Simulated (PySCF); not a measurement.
**SnCl2 (SMILES [Cl][Sn][Cl]) at MP2/ma-def2-SVP (core potential)**

What is the vertical singlet–triplet gap of SnCl2 at MP2/ma-def2-SVP (core potential)? 

The results are computed with PySCF 2.14.0.

## 1. The system as given

SnCl2: 3 atoms, total charge 0, spin state singlet. SMILES: `[Cl][Sn][Cl]`. The shape comes from GFN2-xTB, which is rough for such elements, and wasn't checked as a minimum.

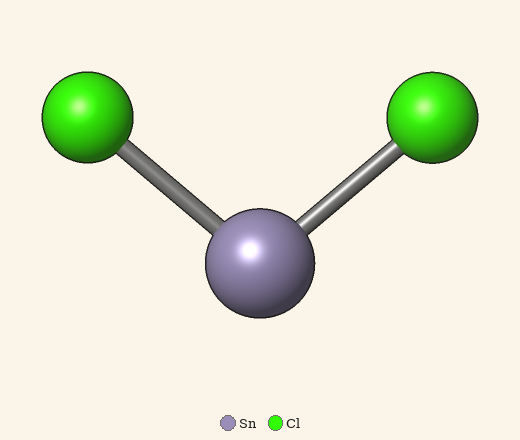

Viewed from a chosen angle; tin purple, chlorine green.

## 2. A single-point energy at MP2/ma-def2-SVP (core potential)

input.py

```python
# SnCl2
from pyscf import gto, mp

mol = gto.M(
    atom='''
Sn     0.004910    -0.007160    -1.023740
Cl     1.812600    -0.019020     0.521020
Cl    -1.817510     0.026180     0.502720
''',
    charge=0,
    verbose=4,
    ecp={'Sn': 'def2-svp'},
    spin=0,
    max_memory=1860,
    basis='ma-def2-svp',
)

mf = mol.RHF()
mf.conv_tol = 1e-10
mf.kernel()
if not mf.converged:
    mf = mf.newton().run(mf.mo_coeff, mf.mo_occ)

pt = mp.MP2(mf, frozen=14).run()
etot = pt.e_tot
print('E = %.10f Eh' % etot)
```

Started as:

```console
$ OMP_NUM_THREADS=1 python input.py
```

The log of the run:

```text
PySCF version 2.14.0

[INPUT] num. atoms = 3
[INPUT] num. electrons = 56
[INPUT] charge = 0
[INPUT] spin (= nelec alpha-beta = 2S) = 0
[INPUT] symmetry False subgroup None
[INPUT] Mole.unit = angstrom
[INPUT] Symbol           X                Y                Z      unit          X                Y                Z       unit  Magmom
[INPUT]  1 Sn     0.004910000000  -0.007160000000  -1.023740000000 AA    0.009278555272  -0.013530439052  -1.934588222762 Bohr   0.0
[INPUT]  2 Cl     1.812600000000  -0.019020000000   0.521020000000 AA    3.425317573387  -0.035942590889   0.984585105421 Bohr   0.0
[INPUT]  3 Cl    -1.817510000000   0.026180000000   0.502720000000 AA   -3.434596128658   0.049473029941   0.950003117341 Bohr   0.0

nuclear repulsion = 208.60123670497
number of shells = 32
number of NR pGTOs = 145
number of NR cGTOs = 74
basis = ma-def2-svp
ecp = {'Sn': 'def2-svp'}

******** <class 'pyscf.scf.hf.RHF'> ********
method = RHF
initial guess = minao
damping factor = 0
level_shift factor = 0
DIIS = <class 'pyscf.scf.diis.CDIIS'>
diis_start_cycle = 1
diis_space = 8
diis_damp = 0
SCF conv_tol = 1e-10
SCF conv_tol_grad = None
SCF max_cycles = 50
direct_scf = True
direct_scf_tol = 1e-13
Set gradient conv threshold to 1e-05
Initial guess from minao.
init E= -1108.72899089761
  HOMO = -0.757572544238728  LUMO = -0.612175991013302  gap/eV = 3.95644
cycle= 1 E= -1131.61651767451  delta_E= -22.9  |g|= 1.54  |ddm|= 6.75
  HOMO = -0.214847917643247  LUMO = 0.0550003056666975  gap/eV = 7.34294
cycle= 2 E= -1132.09036738654  delta_E= -0.474  |g|= 0.675  |ddm|= 4.73
  HOMO = -0.363727575478208  LUMO = -0.0215819669009747  gap/eV = 9.31026
cycle= 3 E= -1132.18079308408  delta_E= -0.0904  |g|= 0.0513  |ddm|= 1.16
  HOMO = -0.381530364302833  LUMO = -0.0243836379901836  gap/eV = 9.71846
cycle= 4 E= -1132.18214967821  delta_E= -0.00136  |g|= 0.0172  |ddm|= 0.107
  HOMO = -0.382103067031004  LUMO = -0.0252895512646774  gap/eV = 9.70939
cycle= 5 E= -1132.18232517696  delta_E= -0.000175  |g|= 0.00517  |ddm|= 0.0445
  HOMO = -0.382530431800546  LUMO = -0.0251890476735213  gap/eV = 9.72375
cycle= 6 E= -1132.18235853212  delta_E= -3.34e-05  |g|= 0.00135  |ddm|= 0.0219
  HOMO = -0.382334057607792  LUMO = -0.025092602157244  gap/eV = 9.72104
cycle= 7 E= -1132.18236082775  delta_E= -2.3e-06  |g|= 0.000452  |ddm|= 0.00501
  HOMO = -0.382314515227073  LUMO = -0.0250956838140937  gap/eV = 9.72042
cycle= 8 E= -1132.18236106695  delta_E= -2.39e-07  |g|= 9.34e-05  |ddm|= 0.00181
  HOMO = -0.382296862318995  LUMO = -0.0250845328319329  gap/eV = 9.72024
cycle= 9 E= -1132.18236107551  delta_E= -8.56e-09  |g|= 1.81e-05  |ddm|= 0.000328
  HOMO = -0.382295827657579  LUMO = -0.0250857208065227  gap/eV = 9.72018
cycle= 10 E= -1132.18236107582  delta_E= -3.17e-10  |g|= 3.37e-06  |ddm|= 6.59e-05
  HOMO = -0.3822957432808  LUMO = -0.0250858054921181  gap/eV = 9.72018
cycle= 11 E= -1132.18236107584  delta_E= -1.25e-11  |g|= 7.64e-07  |ddm|= 1.28e-05
  HOMO = -0.382295624237351  LUMO = -0.025085674774239  gap/eV = 9.72018
Extra cycle  E= -1132.18236107583  delta_E= 2.73e-12  |g|= 3.04e-07  |ddm|= 2.17e-06
converged SCF energy = -1132.18236107583

******** <class 'pyscf.mp.mp2.RMP2'> ********
nocc = 14, nmo = 60
frozen orbitals 14
E(RMP2) = -1132.53686118521  E_corr = -0.354500109375867
E(SCS-RMP2) = -1132.52467263255  E_corr = -0.342311556713123
E_corr(same-spin) = -0.095871432159136
E_corr(oppo-spin) = -0.258628677216731
E = -1132.5368611852 Eh
```

Run time: 1.6 s. Hardware: 1 thread of Arm Neoverse V1, shared host; peak memory 0.16 GiB.

## 3. The triplet

run.py

```python
from pyscf import gto, scf, mp

system = gto.M(
    atom='''
Sn     0.004910    -0.007160    -1.023740
Cl     1.812600    -0.019020     0.521020
Cl    -1.817510     0.026180     0.502720
''',
    max_memory=1860,
    ecp={'Sn': 'def2-svp'},
    verbose=3,
    spin=2,
    basis='ma-def2-svp',
)

mf = scf.UHF(system)
mf.conv_tol = 1e-10
mf.kernel()
if not mf.converged:
    mf = mf.newton().run(mf.mo_coeff, mf.mo_occ)

pt = mp.MP2(mf, frozen=14).run()
etot = pt.e_tot
print('Final energy', etot)
```

Started as:

```console
$ OMP_NUM_THREADS=1 python run.py
```

The log of the run:

```text
WARN: HOMO -0.612175991013302 >= LUMO -0.757572544238728

WARN: HOMO -0.0304250567936606 >= LUMO -0.119994044179691

converged SCF energy = -1132.09992892001  <S^2> = 2.0123654  2S+1 = 3.0082323
E(UMP2) = -1132.43798159374  E_corr = -0.338052673729538
E(SCS-UMP2) = -1132.42296796242  E_corr = -0.323039042412763
Final energy -1132.4379815937398
```

It took 2.3 s on 1 thread of Arm Neoverse V1, shared host; peak memory 0.17 GiB.

## 4. Outcome

Level: MP2/ma-def2-SVP (core potential), 14 core orbitals frozen.

```
                                                           quantity           value
                                              singlet: total energy  -1132.53686 Eh
                      singlet: dipole moment (Hartree–Fock density)          3.92 D
                       singlet: HOMO energy (Hartree–Fock orbitals)       -10.40 eV
                       singlet: LUMO energy (Hartree–Fock orbitals)        -0.68 eV
                     singlet: HOMO–LUMO gap (Hartree–Fock orbitals)         9.72 eV
              singlet: correlation energy (14 core orbitals frozen)      -354.5 mEh
                                              triplet: total energy  -1132.43798 Eh
                      triplet: dipole moment (Hartree–Fock density)          3.93 D
triplet: HOMO energy (Hartree–Fock orbitals) (highest over α and β)        -8.16 eV
 triplet: LUMO energy (Hartree–Fock orbitals) (lowest over α and β)        -2.58 eV
              triplet: correlation energy (14 core orbitals frozen)      -338.1 mEh
                         triplet: ⟨S²⟩ of the reference determinant           2.012
                   vertical energy of the triplet above the singlet        2.691 eV
```

What this shows: At this shape the triplet lies 2.69 eV (260 kJ/mol) above the singlet.
